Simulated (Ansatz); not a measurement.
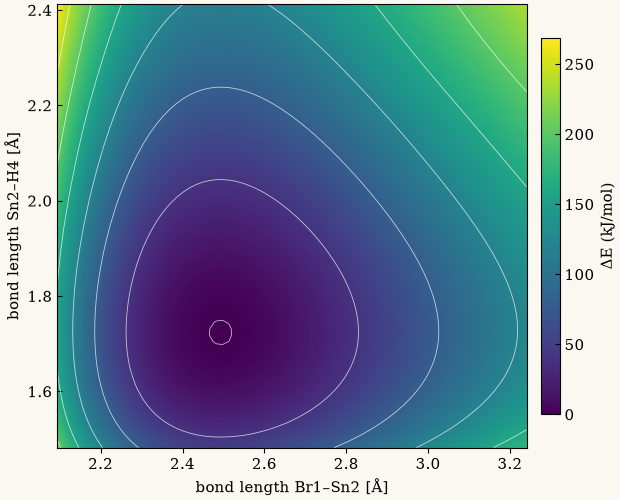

BrH2Sn, SMILES [Br][SnH2], spin multiplicity 2. 
- Coordinates scanned: (1) bond length Br1–Sn2; (2) bond length Sn2–H4.
- Nothing is relaxed (all other coordinates rigid).
- The grid has 15 × 15 points.
- Points are written as (first, second).
- Energies: kJ/mol, counted from the lowest grid point.
- Theory: UKS PBE0-D4/def2-TZVP in Ansatz.

In the figure: a smooth colour map with a few white contour lines. Between grid points the surface is interpolated.

The lowest grid point is at (2.504 Å, 1.748 Å). No other kind of well shows on this grid. The highest grid point, (2.094 Å, 2.412 Å), lies 269 kJ/mol above the lowest. Round the minimum the two coordinates are nearly uncoupled.

The system is changed to ClH₂Sn, SMILES [Cl][SnH2], spin multiplicity 2; the new grid has 13 × 13 points.

### What will the new map look like?

The minimum (interpolated where it lies between grid points) moves from about (2.493 Å, 1.723 Å) to about (2.343 Å, 1.723 Å). The curvature at the minimum changes from about 11 to 13 eV/Å² along bond length Br1–Sn2 and by less than a tenth (about 13) eV/Å² along bond length Sn2–H4.

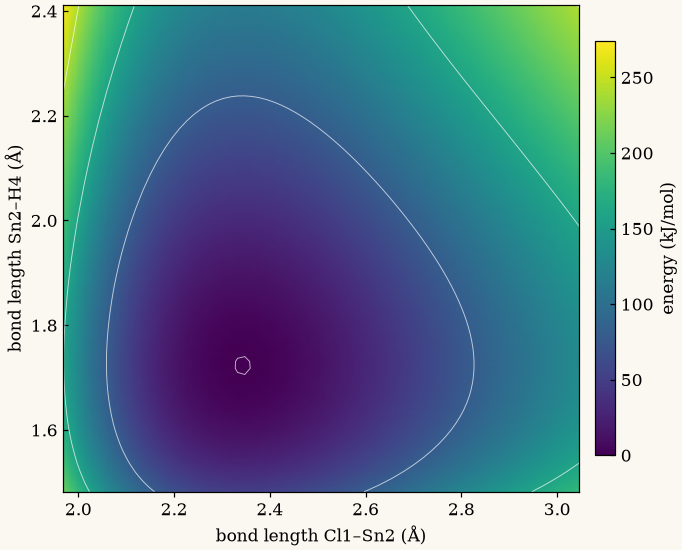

The map after the change, on a colour scale of its own. In the figure: a smooth colour map with a few white contour lines. Between grid points the surface is interpolated.
